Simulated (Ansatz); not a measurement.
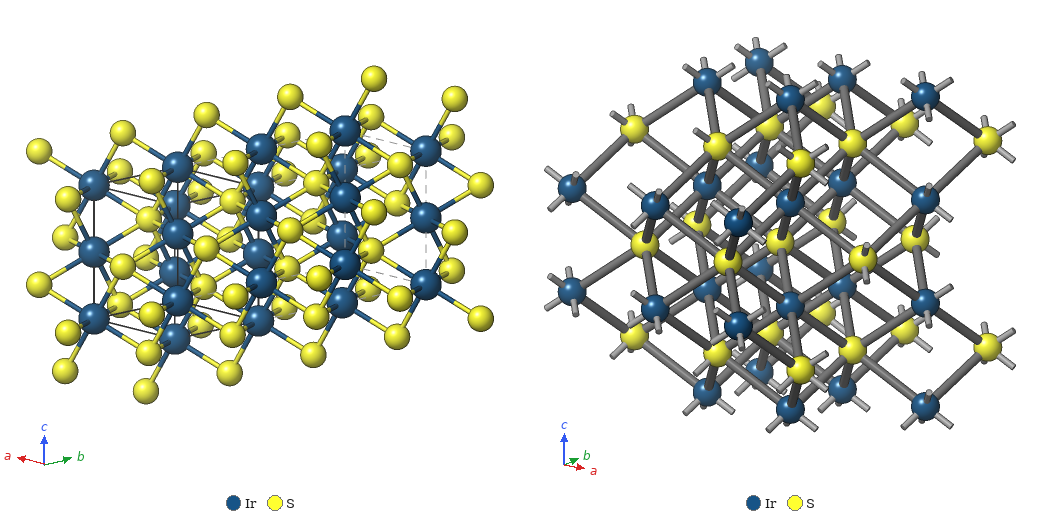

Left: the structure. Right: its underlying net. Nodes are coloured by element. Short stubs are edges that leave the cut-out.

IrS (space group P6_3/mmc, No. 194). Coordinates: coordinates from a relaxation with Ansatz, DFT PBEsol, scalar-relativistic, plane waves, PAW; the starting structure was generated, so it need not be a known form of this composition.

Bonds are taken as Ir–S below 2.8 Å; no other contact counts. Atoms with one bond or none are removed and atoms with two bonds are replaced by edges, until no such atom is left.

The result is a binodal (6,6)-connected, three-periodic net: S is a 6-connected node; Ir is a 6-connected node, in the ratio 1:1. It is the nia net, known from NiAs. It is a single net, without interpenetration.

```csv
node,links,point symbol,coordination sequence
S,6,4⁹·6⁶,6 18 42 74 114 162 222 290
Ir,6,4¹²·6³,6 20 42 74 114 164 222 290
```
